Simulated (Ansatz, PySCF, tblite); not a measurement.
Dissociation curve of Ge(OH)4, H4GeO4, SMILES [OH][Ge]([OH])([OH])[OH]. The O1–H9 bond (O1 also carries Ge; H9 carries nothing else) is varied alone, starting from the PBE0/def2-TZVP optimised geometry.

```
9

O      0.0000     0.0000     0.0000
Ge     0.0000     1.6290    -0.6545
O     -1.5750     2.3578    -0.9205
O      0.8102     2.6353     0.5342
O      0.7649     1.5220    -2.2312
H     -1.9101     2.1745    -1.8023
H      0.5033     3.5453     0.5014
H      1.3930     0.7961    -2.2752
H      0.0000     0.0000     0.9609
```

Levels of theory: GFN2-xTB, 300 K electronic temperature (tblite); UCCSD = CCSD on UHF/cc-pVDZ, cores with 3d frozen in Ansatz (an electronic-structure program); RKS-BP86/6-31G* = restricted BP86/6-31G*, spherical d (PySCF).

Energies are in mEh, each relative to the lowest point of its own curve near equilibrium.

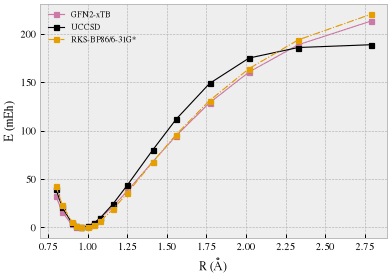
Energy against bond length for each method.

```json
[
 {"R / Å": "0.80", "GFN2-xTB": "32.8", "UCCSD": "40.2", "RKS-BP86/6-31G*": "43.0"},
 {"R / Å": "0.84", "GFN2-xTB": "16.0", "UCCSD": "20.8", "RKS-BP86/6-31G*": "23.1"},
 {"R / Å": "0.90", "GFN2-xTB": "3.1", "UCCSD": "4.9", "RKS-BP86/6-31G*": "6.2"},
 {"R / Å": "0.93", "GFN2-xTB": "0.6", "UCCSD": "1.3", "RKS-BP86/6-31G*": "2.0"},
 {"R / Å": "0.96", "GFN2-xTB": "0.0", "UCCSD": "0.0", "RKS-BP86/6-31G*": "0.0"},
 {"R / Å": "1.00", "GFN2-xTB": "1.4", "UCCSD": "1.0", "RKS-BP86/6-31G*": "0.0"},
 {"R / Å": "1.04", "GFN2-xTB": "4.8", "UCCSD": "4.5", "RKS-BP86/6-31G*": "2.5"},
 {"R / Å": "1.08", "GFN2-xTB": "9.5", "UCCSD": "9.8", "RKS-BP86/6-31G*": "6.7"},
 {"R / Å": "1.16", "GFN2-xTB": "21.7", "UCCSD": "24.2", "RKS-BP86/6-31G*": "18.7"},
 {"R / Å": "1.25", "GFN2-xTB": "37.5", "UCCSD": "43.5", "RKS-BP86/6-31G*": "35.4"},
 {"R / Å": "1.41", "GFN2-xTB": "67.6", "UCCSD": "79.8", "RKS-BP86/6-31G*": "67.4"},
 {"R / Å": "1.56", "GFN2-xTB": "95.0", "UCCSD": "112.0", "RKS-BP86/6-31G*": "96.1"},
 {"R / Å": "1.77", "GFN2-xTB": "128.8", "UCCSD": "148.8", "RKS-BP86/6-31G*": "131.1"},
 {"R / Å": "2.02", "GFN2-xTB": "160.7", "UCCSD": "175.1", "RKS-BP86/6-31G*": "164.2"},
 {"R / Å": "2.33", "GFN2-xTB": "188.8", "UCCSD": "186.0", "RKS-BP86/6-31G*": "193.8"},
 {"R / Å": "2.79", "GFN2-xTB": "213.3", "UCCSD": "188.8", "RKS-BP86/6-31G*": "220.3"}
]
```

At the longest distance, 2.79 Å, RKS-BP86/6-31G* lies highest above its minimum (220.3 mEh) and UCCSD lowest (188.8 mEh).

The unrestricted determinant behind UCCSD is spin-contaminated at 1.41 to 2.79 Å (<S²> up to 1.0, against 0.00 for a pure singlet). The restricted form behind RKS-BP86/6-31G* keeps the bonding electrons paired and can't separate into open-shell fragments.
